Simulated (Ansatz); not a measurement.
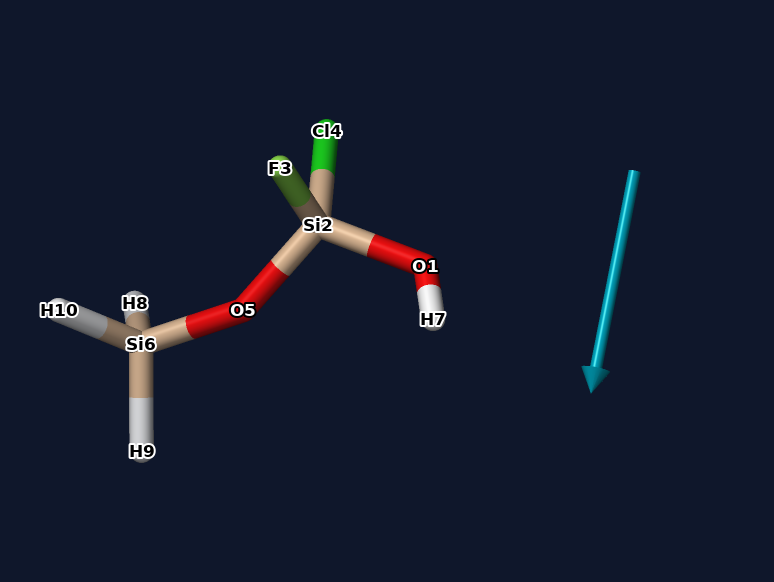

The arrow beside the molecule shows the direction of the dipole moment, from the negative to the positive end (its length means nothing). The geometry was computed by an optimisation with PBE0-D4/def2-TZVP. No frequency run is at hand to confirm it as a minimum. Level of theory: RKS ωB97M-V/def2-TZVPP (Ansatz 0.2.0).

Question: How large is the dipole moment?

Answer: 2.18 D; it points from the side of Cl4 to the side of H9 (the outermost atoms at the two ends).
